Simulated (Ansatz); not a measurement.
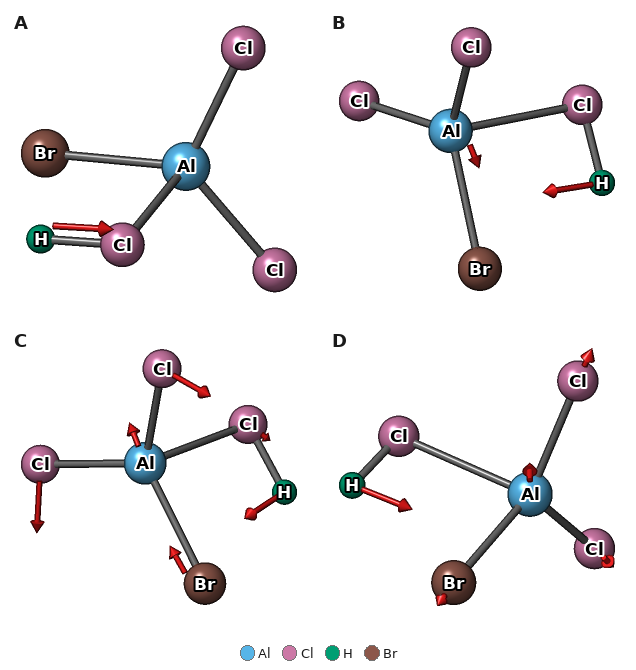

4 normal modes of one molecule or complex, as arrows. Harmonic vibrations computed with RKS PBE0-D4/def2-TZVP (Ansatz 0.2.0) at a stationary point of the same level.

> Match the panels to the wavenumbers 129 cm⁻¹, 314 cm⁻¹, 548 cm⁻¹, 2880 cm⁻¹.

A: 2880 cm⁻¹, Cl–H stretching
B: 548 cm⁻¹
C: 129 cm⁻¹, angle bending
D: 314 cm⁻¹
